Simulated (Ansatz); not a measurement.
## Computed scan of one atom of the cell: Cu (fcc, Cu type)

Cu (fcc, Cu type)

```
Cu
1.0
    3.62881     0.00000     0.00000
    0.00000     3.62881     0.00000
    0.00000     0.00000     3.62881
Cu
4
Cartesian
  0.00000   0.00000   0.00000
  1.81440   1.81440   0.00000
  1.81440   0.00000   1.81440
  0.00000   1.81440   1.81440
```

In each cell atom 4 (Cu, nearest neighbour Cu at 2.566 Å; its periodic images, 3.6 Å or more away, move with it) moves by s·(1.000, 0.000, 0.000) (along Cartesian x), the rest being held.

All values below come from PBE (plane waves to 420 eV, PAW, scalar-relativistic; Ansatz, an electronic-structure program). k mesh 10×10×10 (Γ-centred), Fermi-Dirac smearing 0.05 eV. E stands for the smeared free energy. With partly filled bands, energies and forces of such displacements shift with the k mesh and the smearing. Cu is run without spin polarisation. Cu was relaxed with its symmetry unable to fall. The PAW data are Ansatz's earlier set. ΔE is measured from the undisplaced structure.

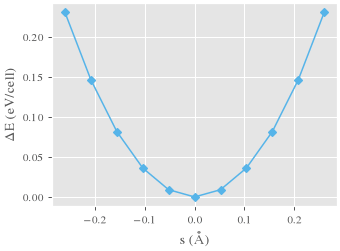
Figure: ΔE (eV/cell) against s (Å); markers are the computed points, lines only join them.

The force constant k = d²E/ds² at s = 0 (finite differences) is 6.65 eV/Å². The energy at s = 0.260 Å comes out as 231 meV/cell. The force along the line at s = -0.260 Å is 1.82 eV/Å. Harmonic estimate at the end of the scan: ½ks² = 225 meV/cell against the computed 231 meV/cell, so the well is close to harmonic there. Symmetry of the curve: even: the same for both signs.

With its periodic images moving along, the atom's site symmetry in this cell is m-3m.

(A displaced cell: forces are minus the slopes of the energy, force constants its curvatures, and phonons follow from these.)
